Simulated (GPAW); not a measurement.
AlNH2Cl: calculation of the molecule and its ions (part 2 of 4)

Continued. System: AlNH2Cl, multiplicity 2, SMILES [NH2][Al][Cl]. Method: vdW-DF2/dzp, UKS, scalar-relativistic datasets (GPAW 26.7.0). The geometry comes from this level: PBE0-D4/def2-TZVP.

Geometry of the input (Å):
```
N  -0.5494  0.4617  -0.2320
Al 0.4026  -0.2916  1.0491
Cl 1.9070  -1.6497  0.4408
H  -1.2936  1.1233  -0.0835
H  -0.4166  0.2827  -1.2159
```

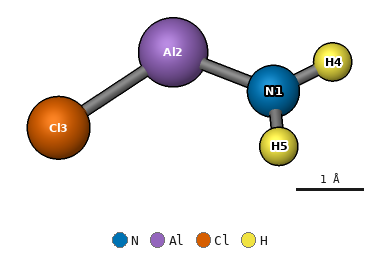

Figure 1. The structure (ball-and-stick view, seen at a tilt; atoms are numbered from 1 in the order of the input). Sticks mark near contacts.

## Log, continued
```
SCF iterations
|iter     |     time |      energy | eigst |  dens |  magmom |
|---------|----------|-------------|-------|-------|---------|
|iter:   1| 00:00:11 |  -90.292192 |      c|       |  +0.9993|
|iter:   2| 00:00:15 |  -89.600453 |      c| -0.59 |  +0.9993|
|iter:   3| 00:00:19 |  -87.868710 |      c| -0.63 |  +0.9997|
|iter:   4| 00:00:23 |  -87.894276 |      c| -1.10 |  +0.9998|
|iter:   5| 00:00:27 |  -87.917680 |      c| -1.34 |  +1.0000|
|iter:   6| 00:00:31 |  -87.916682 |      c| -2.15 |  +1.0000|
|iter:   7| 00:00:35 |  -87.916811c|      c| -2.56 |  +1.0000|
|iter:   8| 00:00:39 |  -87.916836c|      c| -2.95 |  +1.0000|
|iter:   9| 00:00:43 |  -87.916838c|      c| -3.60 |  +1.0000|
|iter:  10| 00:00:47 |  -87.916838c|      c| -4.17c|  +1.0000|

Converged in 10 steps
SCF loop duration: 35.830 s (3.583 s/step)
Energy contributions relative to reference atoms: (reference = -20665.074489)

Energy contributions:
  Kinetic:          32.159498
  Coulomb:         -30.187841
  Zero:              0.844924
  External:          0.000000
  Xc:              -90.733419
  Entropy:           0.000000
  Spinorbit:         0.000000
  ----------------------------
  Free energy:     -87.916838
  Extrapolated:    -87.916838

dipole moment: (-0.316928, 0.274902, -0.047792)  # |e|*Ang

Total magnetic moment: (0.000000, 0.000000, 0.999995)

Local magnetic moments
|        x |        y |         z |
|----------|----------|-----------|
| 0.000000 | 0.000000 |  0.028937 |  # N    0
| 0.000000 | 0.000000 |  0.233215 |  # Al   1
| 0.000000 | 0.000000 |  0.055970 |  # Cl   2
| 0.000000 | 0.000000 | -0.000349 |  # H    3
| 0.000000 | 0.000000 |  0.006084 |  # H    4

Fermi levels: -2.638, -4.404
Eigenvalues  # (at kpt = [0.000, 0.000, 0.000])
| band index |      eig [eV] | occ [0-1] |      eig [eV] | occ [0-1] |
|------------|---------------|-----------|---------------|-----------|
|          0 |       -20.905 |     1.000 |       -20.845 |     1.000 |
|          1 |       -19.923 |     1.000 |       -19.810 |     1.000 |
|          2 |       -12.216 |     1.000 |       -12.170 |     1.000 |
|          3 |       -11.051 |     1.000 |       -10.838 |     1.000 |
|          4 |        -9.181 |     1.000 |        -9.017 |     1.000 |
|          5 |        -7.728 |     1.000 |        -7.682 |     1.000 |
|          6 |        -7.622 |     1.000 |        -7.527 |     1.000 |
|          7 |        -6.394 |     1.000 |        -6.361 |     1.000 |
|          8 |        -5.128 |     1.000 |        -3.680 |     0.000 |
|          9 |        -1.596 |     0.000 |        -0.987 |     0.000 |
|         10 |         0.311 |     0.000 |         0.561 |     0.000 |
|         11 |         0.479 |     0.000 |         0.778 |     0.000 |
|         12 |         2.411 |     0.000 |         2.510 |     0.000 |
|         13 |         2.583 |     0.000 |         2.793 |     0.000 |

Gap: 2.083 eV
Transition (v -> c):
  (s=1, k=0, n=8, [0.00, 0.00, 0.00]) -> (s=0, k=0, n=9, [0.00, 0.00, 0.00])
No difference between direct/indirect transitions
vacuum-level: 0.000  # V
neutral       -87.91684 eV
  __  _  _
 | _ |_)|_||  |
 |__||  | ||/\| - 26.7.0

units:  Angstrom and eV
cores:  1
OpenMP: False

Versions:
  Python: 3.12.14
  ASE:    3.29.0
  Numpy:  2.5.5
  Scipy:  1.18.1
  Libxc:  7.0.0

        _gpaw.cpython-312-aarch64-linux-gnu.so

Input parameters:
  mode=LCAO(),
  basis={'default': 'dzp'},
  charge=1,
  h=0.22,
  maxiter=120,
  occupations=Occupations(name='fermi-dirac', width=0.0, fixmagmom=False),
  symmetry=Symmetry(point_group=False, time_reversal=False),
  xc=XC(name='vdW-DF2', backend='libvdwxc')

timing:  # [seconds]
  Total: 47.050  # ━━━━━━━━━━━━━━━━━━━━━━━━━━━━━━━━━━━━━━━━━━━━━━━━━━━━━━━━━━
  Init:  11.214  # ━━━━━━━━━━━━━━
  SCF:   35.830  # ━━━━━━━━━━━━━━━━━━━━━━━━━━━━━━━━━━━━━━━━━━━━

Max RSS: 2244.555  # MiB
          .------------------------------------.
         /|                                    |
        / |                                    |
       /  |                                    |
      /   |                                    |
     /    |                                    |
    /     |                                    |
   /      |                                    |
  /       |                                    |
 *        |                                    |
 |        |                                    |
 |        |                                    |
 |        |             Al                     |
 |        |          HN                        |
 |        |                Cl                  |
 |        |            H                       |
 |        |                                    |
 |        |                                    |
 |        .------------------------------------.
 |       /                                    /
 |      /                                    /
 |     /                                    /
 |    /                                    /
 |   /                                    /
 |  /                                    /
 | /                                    /
 |/                                    /
 *------------------------------------*

Atoms  # Å, Bohr magnetons
|   | symbol |        x |        y |        z |    initial magnetic moments |
|---|--------|----------|----------|----------|-----------------------------|
| 0 |      N | 6.744200 | 8.111400 | 6.983900 | ( 0.0000,  0.0000,  0.0000) |
| 1 |     Al | 7.696200 | 7.358100 | 8.265000 | ( 0.0000,  0.0000,  0.0000) |
| 2 |     Cl | 9.200600 | 6.000000 | 7.656700 | ( 0.0000,  0.0000,  0.0000) |
| 3 |      H | 6.000000 | 8.773000 | 7.132400 | ( 0.0000,  0.0000,  0.0000) |
| 4 |      H | 6.877000 | 7.932400 | 6.000000 | ( 0.0000,  0.0000,  0.0000) |

Unit cell  # Å
| periodic |         x |         y |         z |   lengths |    angles |
|----------|-----------|-----------|-----------|-----------|-----------|
|       no | 15.200600 |  0.000000 |  0.000000 | 15.200600 | 90.000000 |
|       no |  0.000000 | 14.773000 |  0.000000 | 14.773000 | 90.000000 |
|       no |  0.000000 |  0.000000 | 14.265000 | 14.265000 | 90.000000 |

Number of symmetries: 1
Symmetry operations  # r_c * U_cc + t_c -> r_c
|   | kind |            matrix            |
|---|------|------------------------------|
| 0 |  E   |  1, 0, 0,  0, 1, 0,  0, 0, 1 |

BZ-sampling:
  Number of BZ points: 1
  Number of IBZ points: 1

  Monkhorst-Pack size: [1, 1, 1]
  Monkhorst-Pack shift: [0, 0, 0]

K-points  # in reciprocal-cell coordinates
|   |                                coordinates |     weight |
|---|--------------------------------------------|------------|
| 0 | (  0.00000000,   0.00000000,   0.00000000) | 1.00000000 |

basis functions: 49
Spin-components: 1 (collinear spins)
Bands:           14
Projectors:      21
Spin-degeneracy: 2
Datatype:        <class 'float'>

  Storage: CPU
  Wave functions: 5_488 bytes (5_488 per core)

Parallelization:
  kpt:    1
  domain: 1
  band:   1

Density:
  Valence electrons: 17.0
  Components: 1
  Grid points: [68 68 64]
  Charge: 1.0  # |e|

Potential:
  Grid points: [68 68 64]

species:
  N:
    name:    Nitrogen
    Z:       7.0
    valence: 5
    core:    2
    charge:  0.0  # [|e|]
    file:    N.PBE.gz
    compensation charges:
      type: gauss
      rc: 0.18  # [Å]
      lmax: 2
    cutoffs:
      filter: 1.11  # [Å]
      core: 0.96  # [Å]
    projectors
    | kind |    occ | energy [eV] | rcut [Å] |
    |------|--------|-------------|----------|
    |   2s |  2.000 |     -18.583 |    0.603 |
    |   2p |  3.000 |      -7.089 |    0.529 |
    |    s |        |       8.629 |    0.603 |
    |    p |        |      20.123 |    0.529 |
    |    d |        |       0.000 |    0.577 |

    LCAO basis set for N:
      Name: dzp
      File: N.dzp.basis.gz
      Number of radial functions: 5
      Number of spherical harmonics: 13
        l=0, rc=4.8594 Bohr: 2s-sz confined orbital
        l=1, rc=6.0625 Bohr: 2p-sz confined orbital
        l=0, rc=2.6094 Bohr: 2s-dz split-valence wave
        l=1, rc=3.2656 Bohr: 2p-dz split-valence wave
        l=2, rc=6.0625 Bohr: d-type Gaussian polarization
      Number of RI-basis functions 0

  Al:
    name:    Aluminium
    Z:       13.0
    valence: 3
    core:    10
    charge:  0.0  # [|e|]
    file:    Al.PBE.gz
    compensation charges:
      type: gauss
      rc: 0.34  # [Å]
      lmax: 2
    cutoffs:
      filter: 1.91  # [Å]
      core: 2.36  # [Å]
    projectors
    | kind |    occ | energy [eV] | rcut [Å] |
    |------|--------|-------------|----------|
    |   3s |  2.000 |      -7.753 |    1.085 |
    |   3p |  1.000 |      -2.712 |    1.085 |
    |    s |        |      19.459 |    1.085 |
    |    p |        |      24.499 |    1.085 |
    |    d |        |       0.000 |    1.085 |

    LCAO basis set for Al:
      Name: dzp
      File: Al.dzp.basis.gz
      Number of radial functions: 5
      Number of spherical harmonics: 13
        l=0, rc=7.8750 Bohr: 3s-sz confined orbital
        l=1, rc=10.4219 Bohr: 3p-sz confined orbital
        l=0, rc=4.6094 Bohr: 3s-dz split-valence wave
        l=1, rc=6.2812 Bohr: 3p-dz split-valence wave
        l=2, rc=10.4219 Bohr: d-type Gaussian polarization
      Number of RI-basis functions 0

  Cl:
    name:    Chlorine
    Z:       17.0
    valence: 7
    core:    10
    charge:  0.0  # [|e|]
    file:    Cl.PBE.gz
    compensation charges:
      type: gauss
      rc: 0.25  # [Å]
      lmax: 2
    cutoffs:
      filter: 1.40  # [Å]
      core: 1.49  # [Å]
    projectors
    | kind |    occ | energy [eV] | rcut [Å] |
    |------|--------|-------------|----------|
    |   3s |  2.000 |     -20.689 |    0.794 |
    |   3p |  5.000 |      -8.594 |    0.794 |
    |    s |        |       6.523 |    0.794 |
    |    p |        |      18.617 |    0.794 |
    |    d |        |       0.000 |    0.794 |

    LCAO basis set for Cl:
      Name: dzp
      File: Cl.dzp.basis.gz
      Number of radial functions: 5
      Number of spherical harmonics: 13
        l=0, rc=5.1719 Bohr: 3s-sz confined orbital
        l=1, rc=6.2656 Bohr: 3p-sz confined orbital
        l=0, rc=2.8281 Bohr: 3s-dz split-valence wave
        l=1, rc=3.5156 Bohr: 3p-dz split-valence wave
        l=2, rc=6.2656 Bohr: d-type Gaussian polarization
      Number of RI-basis functions 0

  H:
    name:    Hydrogen
    Z:       1.0
    valence: 1
    core:    0
    charge:  0.0  # [|e|]
    file:    H.PBE.gz
    compensation charges:
      type: gauss
      rc: 0.15  # [Å]
      lmax: 2
    cutoffs:
      filter: 0.85  # [Å]
      core: 0.53  # [Å]
    projectors
    | kind |    occ | energy [eV] | rcut [Å] |
    |------|--------|-------------|----------|
    |   1s |  1.000 |      -6.494 |    0.476 |
    |    s |        |      20.717 |    0.476 |
    |    p |        |       0.000 |    0.476 |

    LCAO basis set for H:
      Name: dzp
      File: H.dzp.basis.gz
      Number of radial functions: 3
      Number of spherical harmonics: 5
        l=0, rc=6.4219 Bohr: 1s-sz confined orbital
        l=0, rc=3.6094 Bohr: 1s-dz split-valence wave
        l=1, rc=6.4219 Bohr: p-type Gaussian polarization
      Number of RI-basis functions 0

Reference energy: -20665.074489  # eV

eigensolver:
  <gpaw.new.lcao.eigensolver.LCAOEigensolver object at 0xf19688faddc0>
density mixing:
  MSR1-Mixer
  Pratt-step length: 0.05
  Maximum mixing coefficient: 0.75
  Old densities: 10
  SVD Regularization: 0.005
  Good broyden scale: 1.0
  Trust region scale: 1.0
  Backstep threshold: 4.0
  History deletion threshold: 6.0
  Fourier metric: weight=20.0, sigma=0.015

occupation numbers:
  # Zero width

FastPoissonSolver using
    Stencil: 6*3+1=19 point O(h^6) finite-difference Laplacian
    FFT axes: []
    FST axes: [np.int64(2), np.int64(0), np.int64(1)]

xc functional:
  name: vdW-DF2 with libvdwxc
  Mode: serial
  Semilocal: GGA_X_RPW86+LDA_C_PW with 2 nearest neighbor stencil
  Local blocksize: 136 x 136 x 128
  PAW datasets: PBE
interpolation: tri-quintic # 5. degree polynomial

          .------------------------------------.
         /|                                    |
        / |                                    |
       /  |                                    |
      /   |                                    |
     /    |                                    |
    /     |                                    |
   /      |                                    |
  /       |                                    |
 *        |                                    |
 |        |                                    |
 |        |                                    |
 |        |             Al                     |
 |        |          HN                        |
 |        |                Cl                  |
 |        |            H                       |
 |        |                                    |
 |        |                                    |
 |        .------------------------------------.
 |       /                                    /
 |      /                                    /
 |     /                                    /
 |    /                                    /
 |   /                                    /
 |  /                                    /
 | /                                    /
 |/                                    /
 *------------------------------------*

Atoms  # Å, Bohr magnetons
|   | symbol |        x |        y |        z |    initial magnetic moments |
|---|--------|----------|----------|----------|-----------------------------|
| 0 |      N | 6.744200 | 8.111400 | 6.983900 | ( 0.0000,  0.0000,  0.0000) |
| 1 |     Al | 7.696200 | 7.358100 | 8.265000 | ( 0.0000,  0.0000,  0.0000) |
| 2 |     Cl | 9.200600 | 6.000000 | 7.656700 | ( 0.0000,  0.0000,  0.0000) |
| 3 |      H | 6.000000 | 8.773000 | 7.132400 | ( 0.0000,  0.0000,  0.0000) |
| 4 |      H | 6.877000 | 7.932400 | 6.000000 | ( 0.0000,  0.0000,  0.0000) |

Unit cell  # Å
| periodic |         x |         y |         z |   lengths |    angles |
|----------|-----------|-----------|-----------|-----------|-----------|
|       no | 15.200600 |  0.000000 |  0.000000 | 15.200600 | 90.000000 |
|       no |  0.000000 | 14.773000 |  0.000000 | 14.773000 | 90.000000 |
|       no |  0.000000 |  0.000000 | 14.265000 | 14.265000 | 90.000000 |

Number of symmetries: 1
Symmetry operations  # r_c * U_cc + t_c -> r_c
|   | kind |            matrix            |
|---|------|------------------------------|
| 0 |  E   |  1, 0, 0,  0, 1, 0,  0, 0, 1 |

BZ-sampling:
  Number of BZ points: 1
  Number of IBZ points: 1

  Monkhorst-Pack size: [1, 1, 1]
  Monkhorst-Pack shift: [0, 0, 0]

K-points  # in reciprocal-cell coordinates
|   |                                coordinates |     weight |
|---|--------------------------------------------|------------|
| 0 | (  0.00000000,   0.00000000,   0.00000000) | 1.00000000 |

basis functions: 49
Spin-components: 1 (collinear spins)
Bands:           14
Projectors:      21
Spin-degeneracy: 2
Datatype:        <class 'float'>

  Storage: CPU
  Wave functions: 5_488 bytes (5_488 per core)

Parallelization:
  kpt:    1
  domain: 1
  band:   1

Density:
  Valence electrons: 17.0
  Components: 1
  Grid points: [68 68 64]
  Charge: 1.0  # |e|

Potential:
  Grid points: [68 68 64]

species:
  N:
    name:    Nitrogen
    Z:       7.0
    valence: 5
    core:    2
    charge:  0.0  # [|e|]
    file:    N.PBE.gz
    compensation charges:
      type: gauss
      rc: 0.18  # [Å]
      lmax: 2
    cutoffs:
      filter: 1.11  # [Å]
      core: 0.96  # [Å]
    projectors
    | kind |    occ | energy [eV] | rcut [Å] |
    |------|--------|-------------|----------|
    |   2s |  2.000 |     -18.583 |    0.603 |
    |   2p |  3.000 |      -7.089 |    0.529 |
    |    s |        |       8.629 |    0.603 |
    |    p |        |      20.123 |    0.529 |
    |    d |        |       0.000 |    0.577 |

    LCAO basis set for N:
      Name: dzp
      File: N.dzp.basis.gz
      Number of radial functions: 5
      Number of spherical harmonics: 13
        l=0, rc=4.8594 Bohr: 2s-sz confined orbital
        l=1, rc=6.0625 Bohr: 2p-sz confined orbital
        l=0, rc=2.6094 Bohr: 2s-dz split-valence wave
        l=1, rc=3.2656 Bohr: 2p-dz split-valence wave
        l=2, rc=6.0625 Bohr: d-type Gaussian polarization
      Number of RI-basis functions 0

  Al:
    name:    Aluminium
    Z:       13.0
    valence: 3
    core:    10
    charge:  0.0  # [|e|]
    file:    Al.PBE.gz
    compensation charges:
      type: gauss
      rc: 0.34  # [Å]
      lmax: 2
    cutoffs:
      filter: 1.91  # [Å]
      core: 2.36  # [Å]
    projectors
    | kind |    occ | energy [eV] | rcut [Å] |
    |------|--------|-------------|----------|
    |   3s |  2.000 |      -7.753 |    1.085 |
    |   3p |  1.000 |      -2.712 |    1.085 |
    |    s |        |      19.459 |    1.085 |
    |    p |        |      24.499 |    1.085 |
    |    d |        |       0.000 |    1.085 |

    LCAO basis set for Al:
      Name: dzp
      File: Al.dzp.basis.gz
      Number of radial functions: 5
      Number of spherical harmonics: 13
        l=0, rc=7.8750 Bohr: 3s-sz confined orbital
        l=1, rc=10.4219 Bohr: 3p-sz confined orbital
        l=0, rc=4.6094 Bohr: 3s-dz split-valence wave
        l=1, rc=6.2812 Bohr: 3p-dz split-valence wave
        l=2, rc=10.4219 Bohr: d-type Gaussian polarization
      Number of RI-basis functions 0
```
